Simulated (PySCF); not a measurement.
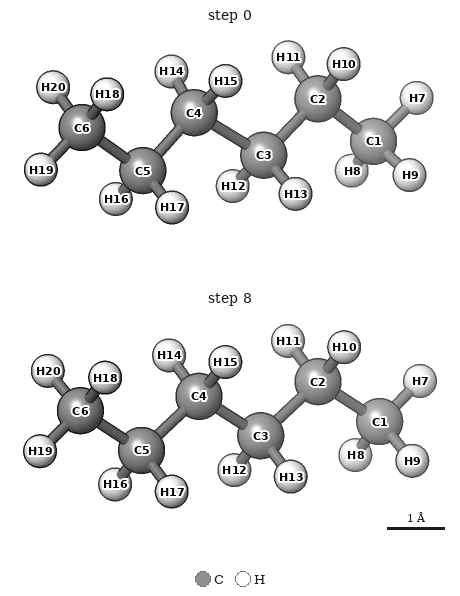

The structure of C6H14 before (top) and after (bottom) a relaxation, at one scale.

Style: ball-and-stick. Shown at a tilt.

The start comes from MMFF94s. Its atoms were then displaced at random by about 0.03 Å.

All numbers below come from PBE0-D3(BJ)/def2-SVP geometry optimisation, gas phase (PySCF 2.14.0, density-fitted response routines). 

**Describe what moved and what it gained.**

After 8 geometry steps the energy has fallen by 24.4 kcal/mol. The atom that moves furthest after the best rigid fit is C1 (0.12 Å). Largest moves by element: C 0.12 Å, H 0.11 Å. Among the contacts that change: C3–C4 1.680 → 1.521 Å, C1–H8 0.998 → 1.102 Å, C5–H16 1.054 → 1.105 Å, C4–C5 1.473 → 1.522 Å. Among the angles between lasting bonds that change: C5–C4–H14 118.6° → 109.3°, H16–C5–H17 113.9° → 105.5°, H7–C1–H9 100.1° → 107.5°. The run took 67 s on 1 thread of Arm Neoverse V2, with other jobs on the host.
